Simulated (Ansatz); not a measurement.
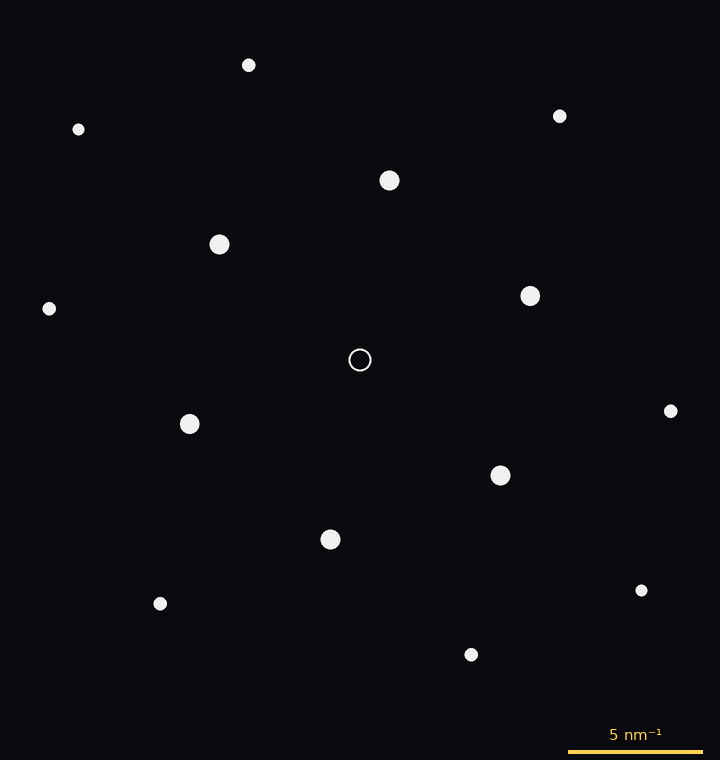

The pattern is a kinematic simulation for 80 kV electrons (no multiple scattering; isotropic B = 0.5 Å²).

It belongs to Au, space group Fm-3m (No. 225), a = 4.15 Å. Structure: the input geometry of an electronic-structure calculation (not necessarily at equilibrium).

Question: Measure the pattern against the scale bar and name the zone.

Answer: The spots form a hexagonal net with both shortest vectors at d = 1.47 Å, 60.0° apart. They index as -2 2 0 and -2 0 2, so the zone axis is [111] (or an equivalent direction of <111>).

Question: Which reflections of this zone are missing, and why?

Answer: The lattice centring (F) removes all reflections that break h + k = 2n, h + l = 2n.

Question: List the strongest reflections.

Answer: Strongest reflections with d > 0.80 Å, one of each family (|F|² from tabulated Gaussian fits of the electron scattering factors, times a small damping for the curvature of the Ewald sphere):

```json
{"hkl": "2 0 -2", "d (Å)": "1.466", "I (strongest = 100)": "100"}
{"hkl": "4 -2 -2", "d (Å)": "0.846", "I (strongest = 100)": "22"}
```
